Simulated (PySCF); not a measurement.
**C6H15NSi: density, localisation and related maps**

Input file:

```
{"job": {"kind": "nmr", "xc": "PBE0", "basis": "pcSseg-1"}, "charge": 0, "multiplicity": 1}
N     -2.718642     0.453946     0.415861
C     -2.123510    -0.335446    -0.646084
C     -0.591813    -0.308252    -0.595606
C     -0.079890    -0.932097     0.709187
C      1.432237    -1.142656     0.790386
C      2.240311     0.159580     0.811432
Si     1.813185     1.200328    -0.701903
C     -0.062505     1.114855    -0.824197
H     -2.702458    -0.054134     1.297037
H     -3.695524     0.650500     0.216526
H     -2.455332    -1.396586    -0.656757
H     -2.440982     0.095370    -1.610174
H     -0.242730    -0.953259    -1.425040
H     -0.578830    -1.907492     0.846245
H     -0.398295    -0.296368     1.556056
H      1.751724    -1.764033    -0.066653
H      1.660687    -1.737990     1.690987
H      1.988210     0.741257     1.716222
H      3.321543    -0.047032     0.864698
H      2.440211     0.587615    -1.920612
H      2.311753     2.608106    -0.587403
H     -0.407356     1.495886    -1.800432
H     -0.512209     1.775457    -0.062410
```

Run with:

```sh
OMP_NUM_THREADS=1 python probes_run.py task.json out
```

Geometry: PBE0-D3(BJ)/def2-SVP.

All numbers below come from PySCF, PBE0/pcSseg-1, SCF density, gas phase, non-relativistic.

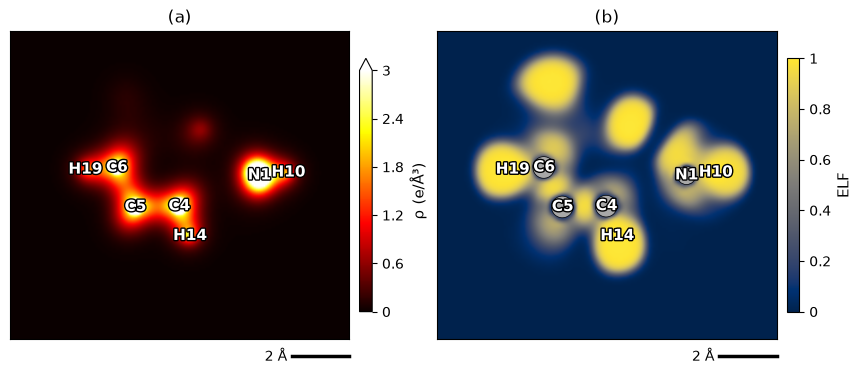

Figure 1. (a) electron density; (b) ELF on the plane of atoms C5, C4 and H14. Grey discs cover the atomic cores in the ELF map.

Q: What does the map show?

A: Atoms in the plane: N, C and H.
C–C (1.53 Å): ρ is about 1.6 e/Å³ halfway; the ELF peaks at about 0.95 between the atoms, as expected for localised, covalent bonding.
N–H (1.02 Å): the density is about 2.8 e/Å³ at the midpoint; the ELF climbs to about 1 towards the hydrogen, as it does in any bond to H; an ordinary covalent bond to hydrogen.
C–H (1.10 Å): ρ at the midpoint is about 1.9 e/Å³; the ELF climbs to about 1 towards the hydrogen; a covalent bond by its length.
The ELF also peaks beside N1, away from the bonds: lone-pair regions.

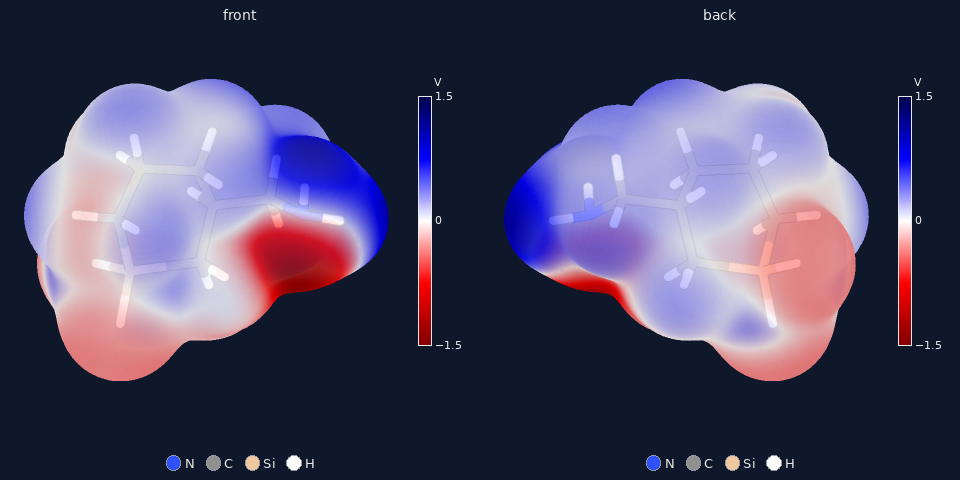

Figure 2. The molecular electrostatic potential painted on the density surface at 0.001 e/bohr³, seen from the front and from behind; red is negative and blue positive.

Q: Describe the electrostatic potential map.

A: The most negative region (about −1.3 V) lies over N1, the most positive (about +1.1 V) over H9 and H10. N1 is the likeliest acceptor of a hydrogen bond.
